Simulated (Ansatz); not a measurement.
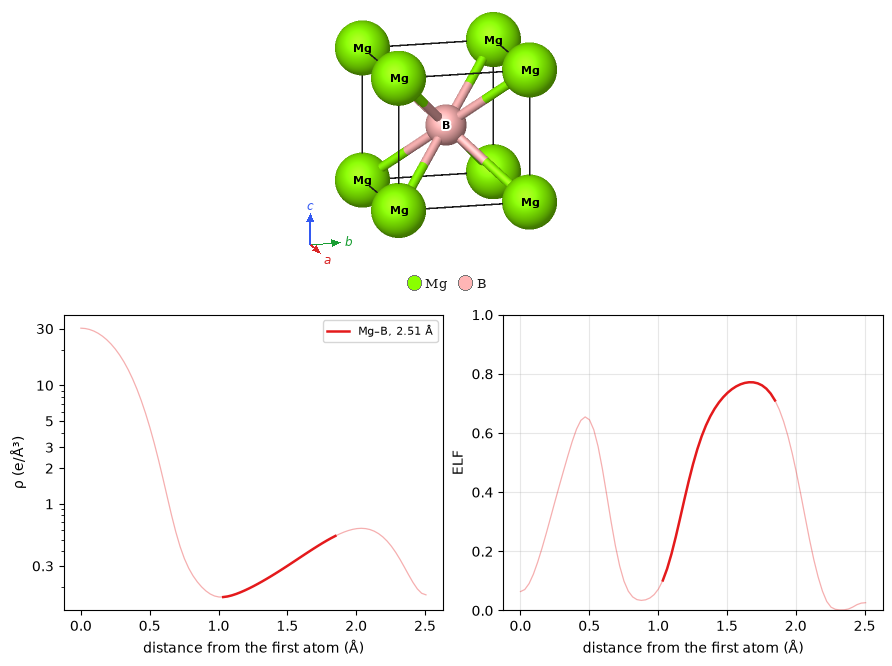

The picture shows: MgB. Valence pseudo-density and ELF along straight lines between neighbouring atoms. Thin, pale parts lie inside the atomic spheres. The structure is drawn too.

Space group Pm-3m; a generated structure, not necessarily the stable one.

Theory: Ansatz 0.2.0, Kohn-Sham DFT of a periodic cell, PBE, Ansatz PAW earlier set.

Core electrons are frozen (PAW), and the valence fields are smoothed inside the atomic spheres.

Question: What can be read from the curves?

Answer: Mg–B (2.51 Å): ρ is about 0.2 e/Å³ halfway; the ELF peaks at about 0.75 in the valence shell of B, 0.8 Å from its nucleus, and is about 0.50 at the midpoint.
